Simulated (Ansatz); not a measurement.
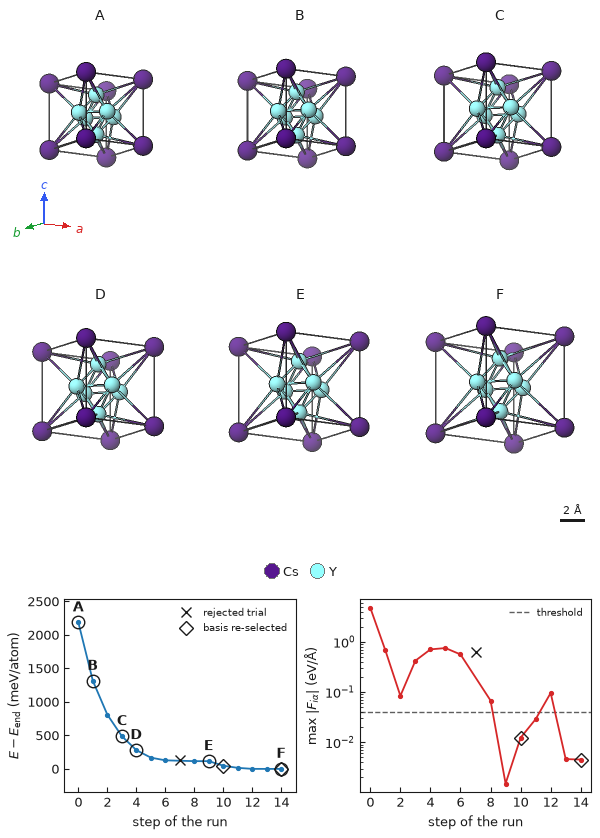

Frames of a relaxation of a crystal of CsY6 (a generated structure, set up in Pm-3m) (coarse preliminary run), marked on the history of the run. A ball-and-stick model of the cell of the calculation, seen from a free direction.

Computed with DFT PBE, scalar-relativistic, plane waves, PAW in Ansatz.

Input file:
```yaml
crystal:
  lattice:
    - [5.82604929, 0.0, 0.0]
    - [0.0, 5.82604929, 0.0]
    - [0.0, 0.0, 5.82604929]
  atoms:
    - { symbol: Cs, position: [0.0, 0.0, 0.0] }
    - { symbol: "Y", position: [0.5, 0.5, 0.2] }
    - { symbol: "Y", position: [0.5, 0.5, 0.8] }
    - { symbol: "Y", position: [0.2, 0.5, 0.5] }
    - { symbol: "Y", position: [0.8, 0.5, 0.5] }
    - { symbol: "Y", position: [0.5, 0.2, 0.5] }
    - { symbol: "Y", position: [0.5, 0.8, 0.5] }
basis:
  ecutwfc: 420
kpoints:
  mp_grid: { grid: [4, 4, 4] }
hamiltonian:
  xc: pbe
scf:
  occupations: { method: gaussian, width: 0.1 }
  lower_state_search: "off"
output:
  forces: true
  stress: true
  eigenvalues: true
relax:
  adjacent_minimum: "off"
  f_tol: 0.04
  max_steps: 70
  cell: { stress_tol: 0.4 }
```

Run as
```bash
ansatz run input.yaml --threads 1 --pin off --max-ram 2048MiB --backend cpu --events-out ev --progress --plain --runs-dir out
```

Question: What happens along the run?

Answer: The largest moves relative to the cell, 0.076 Å, are those of Y2, Y3, Y4, Y5, Y6 and Y7. Y2 goes along +c. Cs stays in place. Cell: a = b = c 5.826 → 8.004 Å (+37.4 %). Volume +159.3 %. Among the contacts that change: Cs1–Y2 4.281 → 5.903 Å, Y2–Y3 3.496 → 4.650 Å, Y2–Y3 (another image) 2.330 → 3.354 Å, Y2–Y4 2.472 → 3.288 Å. The space group stays Pm-3m (No. 221). The energy falls by 2186 meV per atom in 11 accepted moves (14 points after the start). The largest force component goes from 4.8 to 0.0045 eV/Å. Pressure: 34.77 GPa at the start and −0.01 GPa at the end. The line search rejected the trial step at point 7 of the run. The SCF was repeated twice at an unchanged geometry on a basis and grid sized afresh for the cell, which shifted the energy by 68.6 meV per atom at most. Cost: 2.6 min on 1 thread of Arm Neoverse V1, on a shared host, peak memory 0.68 GiB. From step 0 to 1: Y atoms move most (0.06 Å), volume +15.5 %, energy −873 meV per atom. From step 1 to 3: Y atoms move most (0.03 Å), volume +30.2 %, energy −825 meV per atom. From step 3 to 4: volume +13.3 %, energy −208 meV per atom. From step 4 to 9: Y atoms move most (0.11 Å), volume +25.8 %, energy −164 meV per atom. From step 9 to 14: Y atoms move most (0.08 Å), volume +21.0 %, energy −115 meV per atom.

```
step  E − E(0), meV/atom  largest force component, eV/Å  pressure, GPa  volume, Å³/atom                      note
   0                0.00                         4.7707          34.77           28.250                          
   1             -872.88                         0.6807          21.29           32.620                          
   2            -1377.56                         0.0843          13.06           37.378                          
   3            -1698.10                         0.4228           7.81           42.461                          
   4            -1906.48                         0.7097           4.12           48.117                          
   5            -2018.14                         0.7547           1.39           54.254                          
   6            -2058.33                         0.5629           0.00           58.954                          
   7            -2058.05                         0.6323           0.94           59.245                  rejected
   8            -2070.34                         0.0681           0.11           59.923                          
   9            -2070.80                         0.0015          -0.01           60.552                          
  10            -2139.35                         0.0123           1.35           60.552  same geometry, new basis
  11            -2170.63                         0.0289           0.66           65.576                          
  12            -2185.73                         0.0961           0.09           73.089                          
  13            -2186.11                         0.0046          -0.01           73.262                          
  14            -2186.20                         0.0045          -0.01           73.262  same geometry, new basis
```
